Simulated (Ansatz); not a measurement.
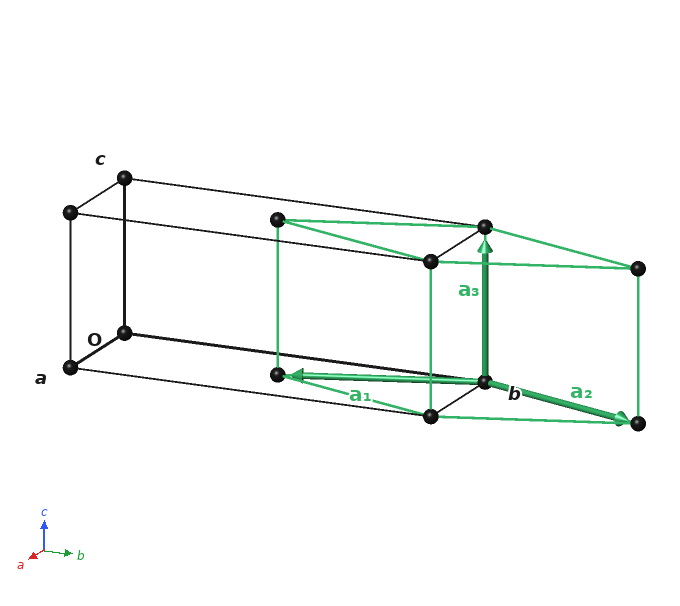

For P, the geometry relaxed with Ansatz 0.2.0, DFT PBE+D3(BJ), scalar-relativistic, plane waves, PAW: the conventional cell (thin) and a primitive cell (coloured, vectors a₁, a₂, a₃, drawn from the corner at b), with the lattice points alone. The drawing is computed from the coordinates (standard cell, symmetry found to 0.002 Å).

a = 3.322 Å, b = 10.193 Å, c = 4.163 Å, α = 90.00°, β = 90.00°, γ = 90.00°.

Q: What is the centring, and how are the primitive vectors built?

A: C, C-centred orthorhombic, with lattice points at (0, 0, 0), (1/2, 1/2, 0). a₁ = 1/2 a − 1/2 b; a₂ = 1/2 a + 1/2 b; a₃ = c.

Q: Give the primitive cell's size and content.

A: Edges 5.361, 5.361, 4.163 Å; angles 90.00°, 90.00°, 143.89°; volume 70.49 Å³, 1/2 of the conventional cell; 4 of its 8 atoms.
